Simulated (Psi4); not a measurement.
Run report: AlH3, geometry relaxation (part 3 of 3)

AlH3, SMILES [H][Al]([H])[H]; M06-2X/6-31G**, RKS (Psi4 1.11). The geometry comes from this level: GFN2-xTB.

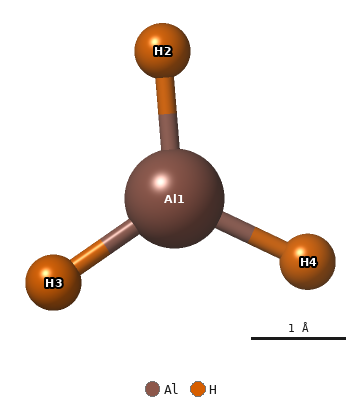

*The geometry at step 1 of the log (ball-and-stick view, seen on its broad side; atoms are numbered from 1 in the order of the input).*

The program's output, continued
```
       Center              X                  Y                   Z               Mass
    ------------   -----------------  -----------------  -----------------  -----------------
         AL          -0.000323106063    -0.000004257158    -0.000000548099    26.981538530000
         H           -0.000323106063    -0.000004257158     1.580322938482     1.007825032230
         H           -0.000323106063     1.368681988143    -0.790012635923     1.007825032230
         H            0.009296422625    -1.368563758159    -0.790295628829     1.007825032230

  Running in c1 symmetry.

  Rotational constants: A =      4.46533  B =      4.46455  C =      2.23249 [cm^-1]
  Rotational constants: A = 133867.20685  B = 133843.87052  C =  66928.26441 [MHz]
  Nuclear repulsion =   13.639106907642127

  Charge       = 0
  Multiplicity = 1
  Electrons    = 16
  Nalpha       = 8
  Nbeta        = 8

   => Molecular Quadrature <=

    Radial Scheme          =       TREUTLER
    Pruning Scheme         =           NONE
    Nuclear Scheme         =       TREUTLER

    Blocking Scheme        =         OCTREE
    BS radius alpha        =              1
    Pruning alpha          =              1
    Radial Points          =             75
    Spherical Points       =            302
    Total Points           =          87874
    Total Blocks           =            703
    Max Points             =            256
    Max Functions          =             34
    Weights Tolerance      =       1.00E-15

  ==> Integral Setup <==

  DFHelper Memory: AOs need 0.002 GiB; user supplied 0.918 GiB.
  SCF_SUBTYPE=INCORE selected. In-core MEM_DF algorithm will be used.
  Using in-core AOs.

   => Auxiliary Basis Set <=

  Basis Set: (6-31G** AUX)
    Blend: CC-PVDZ-JKFIT
    Number of shells: 63
    Number of basis functions: 205
    Number of Cartesian functions: 205
    Spherical Harmonics?: false
    Max angular momentum: 3

  Cached 100.0% of DFT collocation blocks in 0.200 [GiB].

  Minimum eigenvalue in the overlap matrix is 1.0349128982E-02.
  Reciprocal condition number of the overlap matrix is 2.2166157195E-03.
    Using symmetric orthogonalization.

  ==> Iterations <==

                           Total Energy        Delta E     RMS |[F,P]|

   @DF-RKS iter   0:  -244.14459802473539   -2.44145e+02   5.53315e-05
   @DF-RKS iter   1:  -244.14408157924638    5.16445e-04   7.81672e-06 DIIS
   @DF-RKS iter   2:  -244.14408175362314   -1.74377e-07   2.31938e-06 DIIS
   @DF-RKS iter   3:  -244.14408177440970   -2.07866e-08   6.11741e-07 DIIS
   @DF-RKS iter   4:  -244.14408177588226   -1.47256e-09   7.67783e-08 DIIS
   @DF-RKS iter   5:  -244.14408177590485   -2.25953e-11   9.53459e-09 DIIS
  Energy and wave function converged.

  ==> Post-Iterations <==

   Electrons on quadrature grid:
      Ntotal   =   16.0000011047 ; deviation = 1.105e-06

    Orbital Energies [Eh]
    ---------------------

    Doubly Occupied:

       1A    -56.861236     2A     -4.384129     3A     -2.888486
       4A     -2.882408     5A     -2.882407     6A     -0.483388
       7A     -0.355847     8A     -0.355835

    Virtual:

       9A     -0.043702    10A      0.089857    11A      0.091596
      12A      0.091598    13A      0.138017    14A      0.212635
      15A      0.238151    16A      0.238158    17A      0.487825
      18A      0.487850    19A      0.591289    20A      0.618115
      21A      0.618135    22A      0.997161    23A      1.110902
      24A      1.110937    25A      2.040218    26A      2.079665
      27A      2.112331    28A      2.161136    29A      2.161356
      30A      2.212903    31A      2.212959    32A      2.484342
      33A      2.635314    34A      2.635919

    Final Occupation by Irrep:
              A
    DOCC [     8 ]
    NA   [     8 ]
    NB   [     8 ]

  @DF-RKS Final Energy:  -244.14408177590485

   => Energetics <=

    Nuclear Repulsion Energy =             13.6391069076421267
    One-Electron Energy =                -365.7794441367510672
    Two-Electron Energy =                 117.3429585926089658
    DFT Exchange-Correlation Energy =      -9.3467031394048732
    Empirical Dispersion Energy =           0.0000000000000000
    VV10 Nonlocal Energy =                  0.0000000000000000
    Total Energy =                       -244.1440817759048230

Computation Completed

Properties will be evaluated at   0.000000,   0.000000,   0.000000 [a0]

Properties computed using the SCF density matrix

 Multipole Moments:

 ------------------------------------------------------------------------------------
     Multipole            Electronic (a.u.)      Nuclear  (a.u.)        Total (a.u.)
 ------------------------------------------------------------------------------------

 L = 1.  Multiply by 2.5417464519 to convert [e a0] to [Debye]
 Dipole X            :         -0.0141972            0.0084090           -0.0057882
 Dipole Y            :         -0.0000398            0.0001108            0.0000710
 Dipole Z            :          0.0000490            0.0000143            0.0000633
 Magnitude           :                                                    0.0057890

 ------------------------------------------------------------------------------------

	total time  =          1 seconds =       0.02 minutes

         ------------------------------------------------------------
                                   SCF GRAD
         ------------------------------------------------------------

  ==> Geometry <==

    Molecular point group: c1
    Full point group: C1

    Geometry (in Angstrom), charge = 0, multiplicity = 1:

       Center              X                  Y                   Z               Mass
    ------------   -----------------  -----------------  -----------------  -----------------
         AL          -0.000323106063    -0.000004257158    -0.000000548099    26.981538530000
         H           -0.000323106063    -0.000004257158     1.580322938482     1.007825032230
         H           -0.000323106063     1.368681988143    -0.790012635923     1.007825032230
         H            0.009296422625    -1.368563758159    -0.790295628829     1.007825032230

  Nuclear repulsion =   13.639106907642127

   => Molecular Quadrature <=

    Radial Scheme          =       TREUTLER
    Pruning Scheme         =           NONE
    Nuclear Scheme         =       TREUTLER

    Blocking Scheme        =         OCTREE
    BS radius alpha        =              1
    Pruning alpha          =              1
    Radial Points          =             75
    Spherical Points       =            302
    Total Points           =          87874
    Total Blocks           =            703
    Max Points             =            256
    Max Functions          =             34
    Weights Tolerance      =       1.00E-15

  -Total Gradient:
     Atom            X                  Y                   Z
    ------   -----------------  -----------------  -----------------
       1       -0.000318784275     0.000029647741     0.000022680657
       2        0.000108009508     0.000031754191     0.000022336755
       3        0.000104250285     0.000018754325     0.000020428532
       4        0.000107566069    -0.000026953908    -0.000018863663

	total time  =          1 seconds =       0.02 minutes

    			-----------------------------------------

    			 OPTKING 3.0: for geometry optimizations

    			        with contributions from

    			-----------------------------------------

	                            ===> Fragment 1 <==

	 Z (Atomic Numbers)          Masses                          Geom
	      13.000000            26.981539         -0.00061058 -0.00000804 -0.00000104
	       1.000000             1.007825         -0.00061058 -0.00000804  2.98637754
	       1.000000             1.007825         -0.00061058  2.58643411 -1.49290752
	       1.000000             1.007825          0.01756769 -2.58621069 -1.49344230

	 - Coordinate -           - BOHR/RAD -       - ANG/DEG -
	 R(1,2)           =         2.986379           1.580323
	 R(1,3)           =         2.986378           1.580323
	 R(1,4)           =         2.986493           1.580384
	 B(2,1,3)         =         2.094286         119.993743
	 B(2,1,4)         =         2.094470         120.004313
	 B(3,1,4)         =         2.094408         120.000719
	 O(2,1,3,4)       =        -0.006087          -0.348776
	 O(3,1,2,4)       =         0.006088           0.348789
	 O(4,1,2,3)       =        -0.006087          -0.348752

	        --- Internal Coordinate Step in ANG or DEG, aJ/ANG or AJ/DEG ---
	-------------------------------------------------------------------------------
	           Coordinate      Previous         Force          Change          New
	           ----------      --------        ------          ------        ------
	               R(1,2)       1.58032       -0.00009        0.00002       1.58034
	               R(1,3)       1.58032       -0.00000       -0.00005       1.58027
	               R(1,4)       1.58038       -0.00042        0.00014       1.58052
	             B(2,1,3)     119.99374        0.00000       -0.01445     119.97929
	             B(2,1,4)     120.00431       -0.00000        0.01184     120.01615
	             B(3,1,4)     120.00072       -0.00000       -0.00397     119.99675
	           O(2,1,3,4)      -0.34878        0.00001        1.22906       0.88029
	           O(3,1,2,4)       0.34879       -0.00001       -1.22925      -0.88046
	           O(4,1,2,3)      -0.34875        0.00001        1.22889       0.88013
	-------------------------------------------------------------------------------

	                                 ==> Convergence Check <==

	Measures of convergence in internal coordinates in au.

	Criteria marked as inactive (o), active & met (*), and active & unmet ( ).

	----------------------------------------------------------------------------------------------
	   Step    Total Energy     Delta E     Max Force     RMS Force      Max Disp      RMS Disp
	----------------------------------------------------------------------------------------------
	  Convergence Criteria     1.00e-06 *    3.00e-04 *             o    1.20e-03 *             o
	----------------------------------------------------------------------------------------------
	     3    -244.14408178   -8.84e-07 *    1.06e-04 *    6.47e-05 o    2.15e-02      1.24e-02 o  ~
	----------------------------------------------------------------------------------------------

Next Geometry in Ang
	Fragment 1 (Ang)

	   Al   0.0081522742  -0.0000245128   0.0000337622
	    H  -0.0031489218   0.0001774902   1.5803346812
	    H  -0.0031480789   1.3686119482  -0.7898841127
	    H   0.0064718309  -1.3686552100  -0.7904702051

    Final optimized geometry and variables:
    Molecular point group: c1
    Full point group: C1

    Geometry (in Angstrom), charge = 0, multiplicity = 1:

    AL
    H             1          r2
    H             1          r3      2          a3
    H             1          r4      3          a4      2          d4

    a3        =  119.9937427928
    a4        =  120.0007185575
    d4        = -179.5972923694
    r2        =    1.5803234866
    r3        =    1.5803231116
    r4        =    1.5803841171

  Variable Map:
  ----------------------------------------------------------------------------
  "CURRENT ENERGY"              =>    -244.144081775905
  "CURRENT REFERENCE ENERGY"    =>    -244.144081775905
  "DD SOLVATION ENERGY"         =>       0.000000000000
  "DFT FUNCTIONAL TOTAL ENERGY" =>    -244.144081775905
  "DFT TOTAL ENERGY"            =>    -244.144081775905
  "DFT VV10 ENERGY"             =>       0.000000000000
  "DFT XC ENERGY"               =>      -9.346703139405
  "GRID ELECTRONS ALPHA"        =>       8.000000552335
  "GRID ELECTRONS BETA"         =>       8.000000552335
  "GRID ELECTRONS TOTAL"        =>      16.000001104669
  "NUCLEAR REPULSION ENERGY"    =>      13.639106907642
  "ONE-ELECTRON ENERGY"         =>    -365.779444136751
  "OPTIMIZATION ITERATIONS"     =>       3.000000000000
  "PCM POLARIZATION ENERGY"     =>       0.000000000000
  "PE ENERGY"                   =>       0.000000000000
  "SCF ITERATION ENERGY"        =>    -244.144081775905
  "SCF ITERATIONS"              =>       5.000000000000
  "SCF TOTAL ENERGY"            =>    -244.144081775905
  "TWO-ELECTRON ENERGY"         =>     117.342958592609
  "XC GRID RADIAL POINTS"       =>      75.000000000000
  "XC GRID SPHERICAL POINTS"    =>     302.000000000000
  "XC GRID TOTAL POINTS"        =>   87874.000000000000

  Array Variable Map:
  ----------------------------------------------------------------------------
  "CURRENT DIPOLE"              =>      -0.005788229919 ... 0.000063281134 1 by 3
  "CURRENT GRADIENT"            =>      -0.000318784275 ... -0.000018863663 4 by 3
  "DFT TOTAL GRADIENT"          =>      -0.000318784275 ... -0.000018863663 4 by 3
  "SCF DIPOLE"                  =>      -0.005788229919 ... 0.000063281134 1 by 3
  "SCF TOTAL ENERGIES"          =>    -244.144598024735 ... -244.144081775905 1 by 6
  "SCF TOTAL GRADIENT"          =>      -0.000318784275 ... -0.000018863663 4 by 3

    Psi4 run time: 0:00:06.60

[set-up sections that repeat, and orbital energies of the middle runs, are left out above]
```

Standard output
```
Optimizer: Optimization complete!
```

Trajectory as extended XYZ (Å, eV, eV/Å), 3 frames, from step=0 to step=2
```
4
Properties=species:S:1:pos:R:3:forces:R:3 step=0 energy=-6643.48225
Al    0.0000    0.0000    0.0000    0.0011   0.0011  -0.0001
H     1.5527   -0.0305    0.0146    0.4086  -0.0082   0.0039
H    -0.7498    1.3598   -0.0191   -0.1972   0.3590  -0.0050
H    -0.8028   -1.3293    0.0045   -0.2124  -0.3514   0.0012
4
Properties=species:S:1:pos:R:3:forces:R:3 step=1 energy=-6643.49888
Al    0.0000    0.0000    0.0000    0.0004  -0.0002   0.0010
H     1.5809   -0.0311    0.0149   -0.0149   0.0005  -0.0005
H    -0.7635    1.3847   -0.0195    0.0078  -0.0139  -0.0002
H    -0.8175   -1.3537    0.0052    0.0075   0.0121  -0.0004
4
Properties=species:S:1:pos:R:3:forces:R:3 step=2 energy=-6643.49891
Al    0.0000    0.0000    0.0003   -0.0010  -0.0016  -0.0164
H     1.5799   -0.0311    0.0152   -0.0012  -0.0016   0.0056
H    -0.7628    1.3839   -0.0191   -0.0011  -0.0009   0.0054
H    -0.8170   -1.3528   -0.0046    0.0009   0.0014   0.0055
```

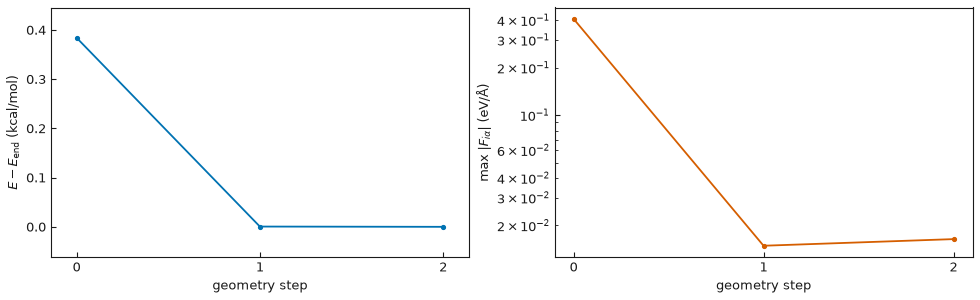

*Progress of the relaxation, step by step (steps are counted from 0).*

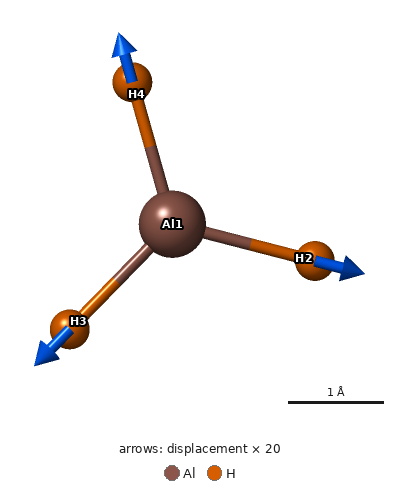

*The starting structure with the displacements as blue arrows, magnified 20 times (ball-and-stick view, seen on its broad side). The two geometries are laid on each other by the best rigid fit.*

The energy falls by 0.38 kcal/mol in 2 geometry steps. Largest force component: 0.41 eV/Å at the start, 0.016 eV/Å at the end. The largest moves after the best rigid fit, 0.027 Å, are those of H2, H3 and H4. Largest moves by element: H 0.027 Å, Al 0.002 Å. Among the contacts that change: Al1–H2 1.553 → 1.580 Å. (Atoms are counted from 1 in the order of the input.)

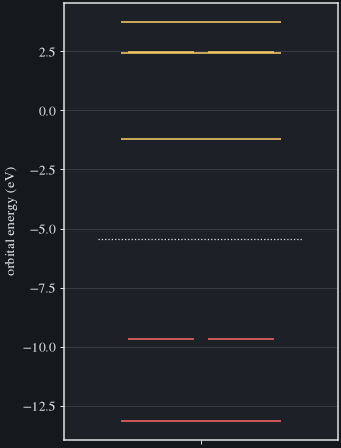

*Orbital energies near the frontier; the dotted line parts filled from empty levels, and levels within 0.02 eV of each other stand side by side.*

Highest filled −9.68 eV, lowest empty −1.19 eV, 8.49 eV apart.

This output came from the following input.

Input file (input.inp)
```
memory 1600 MB

molecule geom {
  0 1
  Al
  H 1 r2
  H 1 r3 2 a3
  H 1 r4 3 a4 2 d4

  r2 = 1.553028
  r3 = 1.552992
  a3 = 120.00052
  r4 = 1.552909
  a4 = 119.9983
  d4 = -179.99618
}

set {
  basis 6-31G**
  geom_maxiter 60
}

opt('m06-2x')
print_variables()
```

Launch command:
```bash
psi4 -i input.inp -o input.out -n 1
```

Results in brief

| quantity | value |
| --- | --- |
| outcome | converged |
| total energy | −244.144082 hartree |
| HOMO | −9.68 eV |
| LUMO | −1.19 eV |
| dipole moment | 0.01 D |
| hardware | 1 thread of Intel Xeon (Sapphire Rapids), 16 GiB of memory available, shared host |
| wall time | 7.8 s |
| peak memory | 0.43 GiB |
